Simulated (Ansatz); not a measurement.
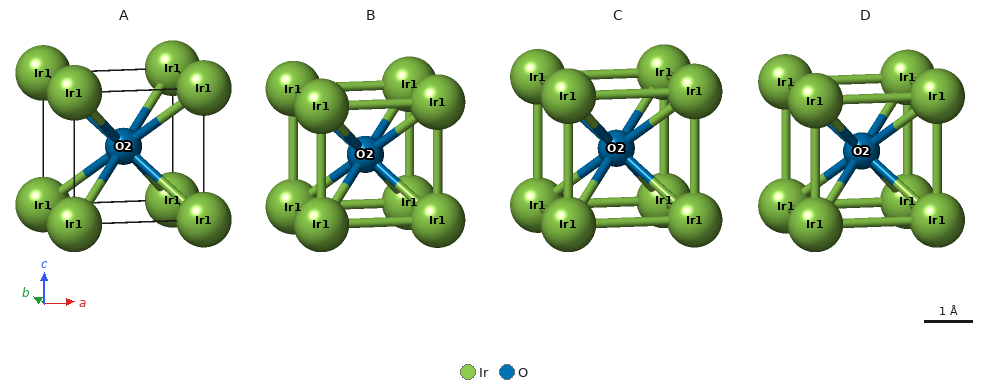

4 geometries from one relaxation of solid IrO (built on the CsCl (B2) type) (coarse preliminary run), in shuffled order. The picture is a ball-and-stick view of the cell of the calculation, seen slightly off an axis.

Level of theory: Ansatz, DFT PBE, scalar-relativistic, plane waves, PAW. (plane-wave cutoff 420 eV; k-point mesh 8 × 8 × 8; occupations gaussian; smearing width 0.1 eV; no spin polarisation; cell and atoms relaxed; force threshold 0.05 eV/Å; at most 80 steps)

> Put them in the order of the run, from the start to the converged end.

B, D, C, A. They are steps 0, 1, 2, 8, at +2.518 eV per cell of the calculation, +0.722 eV per cell of the calculation, +0.180 eV per cell of the calculation relative to the last. After 6 accepted moves (8 points after the start) the energy has fallen by 2.518 eV per cell of the calculation. All forces vanish by symmetry, so only the cell relaxes. The pressure goes from 176.03 to 0.07 GPa. At 2 points the geometry stayed and the basis and grid were re-selected for the new cell (energy shift of 0.111 eV per cell of the calculation at most each time). The atoms keep their places relative to the cell (all moves are under 0.005 Å). Cell: a = b = c 2.521 → 2.811 Å (+11.5 %). Volume +38.6 %. Some distances before and after: Ir1–Ir1 2.521 → 2.811 Å, Ir1–O2 2.183 → 2.434 Å. The space group stays Pm-3m (No. 221).
